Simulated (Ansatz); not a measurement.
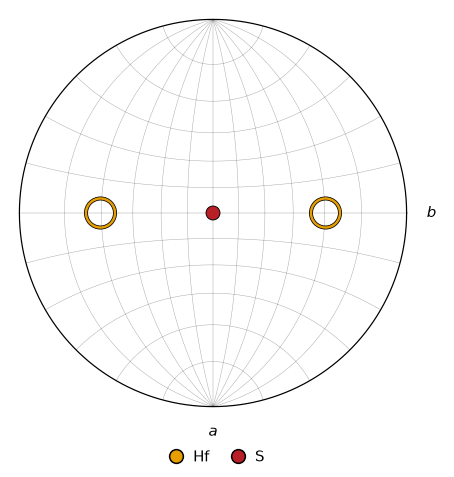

Crystal: HfS4, the end point of a relaxation with DFT PBE, scalar-relativistic, plane waves, PAW in Ansatz; the starting structure was generated, so it need not be a known form of this composition. Directions from one sulfur atom at (0, 1/2, 0.271) to its bonded neighbours, in stereographic projection down c (filled: above the plane of the page or in it, open: below). Geometry calculated from the standardised cell; symmetry tolerance 0.002 Å.

Neighbours are counted up to 3.40 Å for Hf, 2.44 Å for S.

```
CELL_PARAMETERS angstrom
4.61000 0.00000 0.00000
0.00000 4.61000 0.00000
0.00000 0.00000 4.85385
ATOMIC_POSITIONS crystal
Hf 0.00000 0.00000 0.00000
S 0.00000 0.50000 0.27070
S 0.50000 0.00000 0.27070
S 0.00000 0.50000 0.72930
S 0.50000 0.00000 0.72930
```

How many neighbours are there, and at what angles?

3: 1 S at 2.23 Å, 2 Hf at 2.65 Å. Angles between bonds: 120° (2×), 121° (1×).

What is the site's symmetry in the crystal?

Point group mm2 (C2v), order 4: one twofold axis, two mirror planes. In P4/mmm, No. 123 this is Wyckoff position 4i.
